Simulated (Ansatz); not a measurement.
# B2PLYP/6-31G(d) (spherical functions) run of AlSiNH6O (SMILES O[SiH2][NH][AlH2])

Aim: the energy change on altering one bond length of AlSiNH6O at B2PLYP/6-31G* (spherical functions), from 2 runs. 

The results are computed with Ansatz 0.2.0.

130 further runs of the same task are left out: 130 set aside as unsound or not needed. Runs told in other sessions of the task aren't counted.

### 1 The molecule

The species is AlSiNH6O (10 atoms), meant as a singlet with charge 0. SMILES: `O[SiH2][NH][AlH2]`. The coordinates come from a PBE0-D4/def2-TZVP relaxation. This is one conformer, not always the lowest.

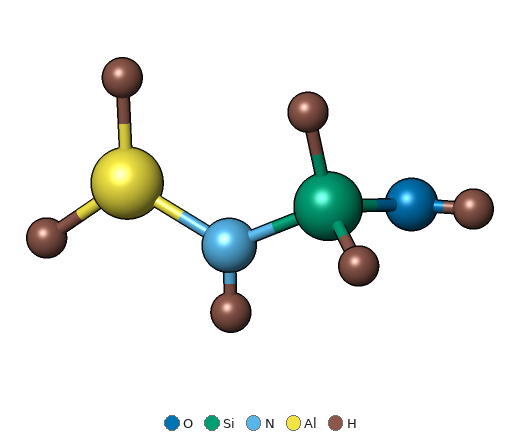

The structure, seen from a chosen angle (oxygen blue, silicon teal, nitrogen blue, aluminium yellow, hydrogen brown).

### 2 The energy at B2PLYP/6-31G(d) (spherical functions)

File molecule.yaml:

```yaml
crystal:
  periodic: [false, false, false]
  atoms:
    - symbol: O
      position_ang: [-1.817400, -0.693800, -1.056500]
    - symbol: Si
      position_ang: [-0.576600, 0.373900, -0.851600]
    - symbol: "N"
      position_ang: [0.693300, -0.382300, 0.009600]
    - symbol: Al
      position_ang: [1.233300, -0.094800, 1.686300]
    - symbol: H
      position_ang: [-2.399800, -0.547900, -1.803100]
    - symbol: H
      position_ang: [-1.000200, 1.543800, -0.039500]
    - symbol: H
      position_ang: [-0.142800, 0.831300, -2.203200]
    - symbol: H
      position_ang: [1.159400, -1.127800, -0.493000]
    - symbol: H
      position_ang: [0.508400, 1.030600, 2.525200]
    - symbol: H
      position_ang: [2.425400, -0.984200, 2.228700]
basis:
  gaussian:
    orbitals: 6-31G_st_-spherical.json
hamiltonian:
  xc: {name: B2PLYP}
correlation:
  frozen_orbitals: {Al: 5, H: 0, "N": 1, O: 1, Si: 5}
accuracy: high
output:
  orbitals: {seedname: orbitals}
```

The basis set 6-31G* is read from a file made from the Basis Set Exchange's data (not shown).

Launch:

```bash
$ ansatz run molecule.yaml --threads 1 --pin off --max-ram 3480MiB --events-out events.jsonl --progress --plain --runs-dir runs
```

The log of the run:

```text
Warning: RAYON_NUM_THREADS=1 ignored (pool sized by the plan → 1); use --threads N
Functional definition: B2PLYP
  name "B2PLYP"
  parameter a = 0.53
  parameter c = 0.27
  exchange = (1 - a)*b88_x + a*exact_x
  correlation = (1 - c)*lyp_c + c*(mp2_os + mp2_ss)
1750 factors; integrals over basis functions are off by at most 4.4e-9 eV
mean field evaluation 1: about -18088.7311 eV, gradient 6.0e1 eV
mean field evaluation 2: about -18088.7992 eV, gradient 6.0e1 eV
mean field evaluation 4: about -18095.5037 eV, gradient 4.1e0 eV
mean field evaluation 8: about -18095.5554 eV, gradient 3.2e-1 eV
mean field evaluation 16: about -18095.5557 eV, gradient 1.8e-5 eV
mean field -18095.55568379 eV, -664.9994057712 hartree, gradient 4.8e-8 eV, S^2 0.000000; 0 other end points of the search recorded, 0 dependent functions left out
12 core orbitals not correlated: weight in the atoms' cores, before any rotation towards them, 1.000 or more for the frozen orbitals, at most 0.000 for the correlated occupied ones
reference -18095.55571337 eV, -664.9994068583 hartree; 12, 12 occupied and 52, 52 virtual orbitals, 1750 factors
second order -15.78875210 eV of doubles, -0.00000000 eV of singles
Total energy: -18099.81867644 eV, -665.1560678615 hartree
```

It took 9.9 s on 1 thread of Arm Neoverse V2, shared host; peak memory 0.25 GiB.

### 3 The distorted shape, same level

File input.yaml:

```yaml
crystal:
  periodic: [false, false, false]
  atoms:
    - symbol: O
      position_ang: [-1.957252, -0.470114, -0.905696]
    - symbol: Si
      position_ang: [-0.716452, 0.597586, -0.700796]
    - symbol: N
      position_ang: [0.553448, -0.158614, 0.160404]
    - symbol: Al
      position_ang: [1.093448, 0.128886, 1.837104]
    - symbol: H
      position_ang: [-2.539652, -0.324214, -1.652296]
    - symbol: H
      position_ang: [-1.140052, 1.767486, 0.111304]
    - symbol: H
      position_ang: [-0.282652, 1.054986, -2.052396]
    - symbol: H
      position_ang: [1.159400, -1.127800, -0.493000]
    - symbol: H
      position_ang: [0.368548, 1.254286, 2.676004]
    - symbol: H
      position_ang: [2.285548, -0.760514, 2.379504]
basis:
  gaussian:
    orbitals: 6-31G_st_-spherical.json
hamiltonian:
  xc: {name: B2PLYP}
correlation:
  frozen_orbitals: {Al: 5, H: 0, "N": 1, O: 1, Si: 5}
accuracy: high
output:
  orbitals: {seedname: orbitals}
```

The basis set 6-31G* is read from a file made from the Basis Set Exchange's data (not shown).

Launch:

```bash
$ ansatz run input.yaml --threads 1 --pin off --max-ram 3480MiB --events-out events.jsonl --progress --plain --runs-dir runs
```

The log of the run:

```text
Warning: RAYON_NUM_THREADS=1 ignored (pool sized by the plan → 1); use --threads N
[... 6 set-up lines as earlier in the session ...]
1753 factors; integrals over basis functions are off by at most 5.2e-9 eV
mean field evaluation 1: about -18087.3547 eV, gradient 5.9e1 eV
mean field evaluation 2: about -18087.4251 eV, gradient 5.9e1 eV
mean field evaluation 4: about -18094.2673 eV, gradient 5.8e0 eV
mean field evaluation 8: about -18094.3546 eV, gradient 2.9e-1 eV
mean field evaluation 16: about -18094.3549 eV, gradient 2.6e-5 eV
mean field -18094.35488753 eV, -664.9552773224 hartree, gradient 4.6e-8 eV, S^2 0.000000; 0 other end points of the search recorded, 0 dependent functions left out
12 core orbitals not correlated: weight in the atoms' cores, before any rotation towards them, 1.000 or more for the frozen orbitals, at most 0.000 for the correlated occupied ones
reference -18094.35491720 eV, -664.9552784128 hartree; 12, 12 occupied and 52, 52 virtual orbitals, 1753 factors
second order -16.18447726 eV of doubles, -0.00000000 eV of singles
Total energy: -18098.72472606 eV, -665.1158659265 hartree
```

Run time: 9.9 s. Hardware: 1 thread of Arm Neoverse V2, shared host; peak memory 0.26 GiB.

### 4 Results

At B2PLYP/6-31G* (spherical functions), 12 core orbitals frozen:

| quantity | value |
| --- | --- |
| first shape: total energy | -665.15607 Eh |
| first shape: HOMO energy (SCF part's orbitals) | -8.98 eV |
| first shape: LUMO energy (SCF part's orbitals) | 0.24 eV |
| first shape: HOMO–LUMO gap (SCF part's orbitals) | 9.22 eV |
| distorted shape: total energy | -665.11587 Eh |
| distorted shape: HOMO energy (SCF part's orbitals) | -8.92 eV |
| distorted shape: LUMO energy (SCF part's orbitals) | 0.27 eV |
| distorted shape: HOMO–LUMO gap (SCF part's orbitals) | 9.19 eV |
| energy change with the N3–H8 bond stretched from 1.013 to 1.317 Å | 1.094 eV |

**Reading.** With the N3–H8 bond stretched from 1.013 to 1.317 Å the energy rises by 1.09 eV (25 kcal/mol). The first shape isn't relaxed at this level, so the change isn't measured from a minimum.
